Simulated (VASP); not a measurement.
Band structure of SmSb (space group Fm-3m). Computed with r2SCAN+rVV10, VASP's PBE PAW potentials (set 64) (plane waves; VASP).

The 4f electrons are frozen in the core of the lanthanide potential, so 4f levels, which can set the real gap, and their magnetism are missing.  Unless said otherwise, spin-orbit coupling is left out, though it shifts the bands of the heavy elements here.

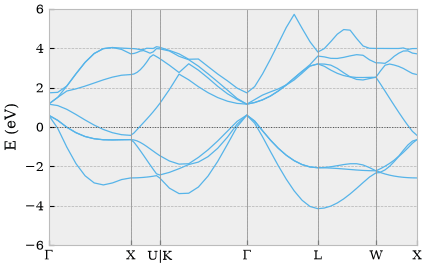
Figure: Bands along high-symmetry lines, zero at the valence-band maximum or, without a gap, the Fermi level

Question: Read the plot: is there a gap, and where are the band edges?

Answer: It has no gap at this level: it comes out as a metal or semimetal.

The structure comes from a measured SmSb entry (Fm-3m) of the Crystallography Open Database, whose conditions weren't checked. It was relaxed first.
